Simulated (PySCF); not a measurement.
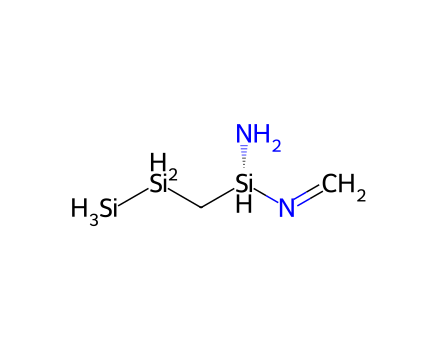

The computed structure is the end point of a GFN2-xTB optimisation. No frequency run is at hand to confirm it as a minimum. Properties computed with PBE0/def2-SVPD, gas phase (PySCF 2.14.0). Excitations: vertical, linear response.

Computed properties:

The species is C₂H₁₂N₂Si₃ (`C=N[Si@@H](N)C[SiH2][SiH3]`).
- dipole moment: 0.64 D
- HOMO energy (Kohn–Sham orbital): −7.06 eV
- LUMO energy (Kohn–Sham orbital): −0.98 eV
- HOMO–LUMO gap: 6.08 eV
- mean static polarisability: 121.9 bohr³
- lowest vertical singlet excitation: 4.04 eV
- its oscillator strength: 0.000
- brightest of the 8 lowest singlets: 6.29 eV
- its oscillator strength: 0.05

The geometry is semi-empirical. Around Si such bond lengths and angles can be off by a tenth of an ångström or more and by several degrees, and values that hang on the shape move with them.
